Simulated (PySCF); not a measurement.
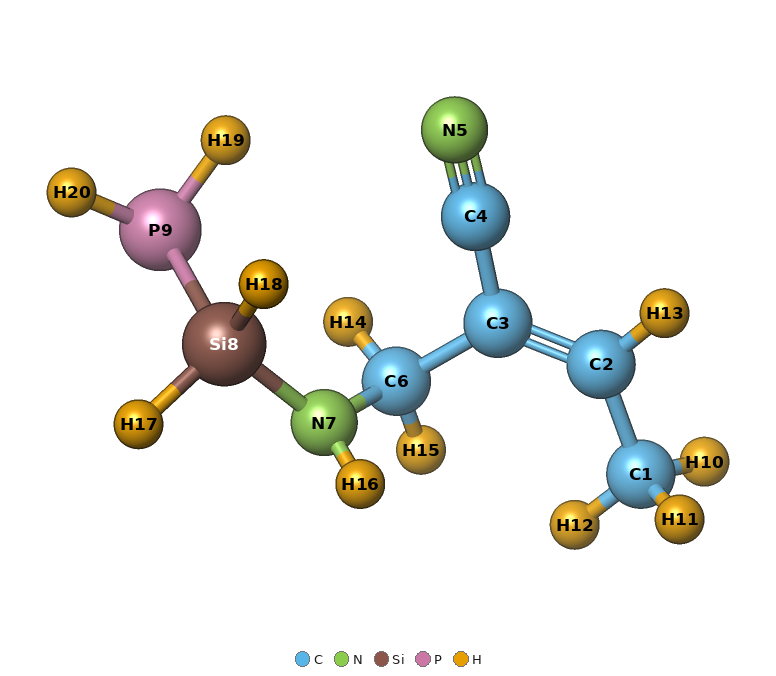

Computed geometry: GFN2-xTB optimisation. No frequency run is at hand to confirm it as a minimum. Electric field gradients from the ground-state density, PBE0/pcSseg-1 (PySCF 2.14.0), non-relativistic apart from any core potentials.

Give the largest field-gradient component, the quadrupole coupling constant and the asymmetry for 14N at N5 (Q = 20.44 mb), 14N at N7 (Q = 20.44 mb), 2H at H10 (Q = 2.86 mb), 2H at H11 (Q = 2.86 mb).

```json
{"atom": "N5", "V_zz (a.u.)": "−0.953", "e²qQ/h (MHz)": "−4.58", "η": "0.11"}
{"atom": "N7", "V_zz (a.u.)": "−1.072", "e²qQ/h (MHz)": "−5.15", "η": "0.40"}
{"atom": "H10", "V_zz (a.u.)": "0.308", "e²qQ/h (MHz)": "0.207", "η": "0.02"}
{"atom": "H11", "V_zz (a.u.)": "0.309", "e²qQ/h (MHz)": "0.208", "η": "0.02"}
```

The geometry is semi-empirical. Around P, Si such bond lengths and angles can be off by a tenth of an ångström or more and by several degrees, and values that hang on the shape move with them.
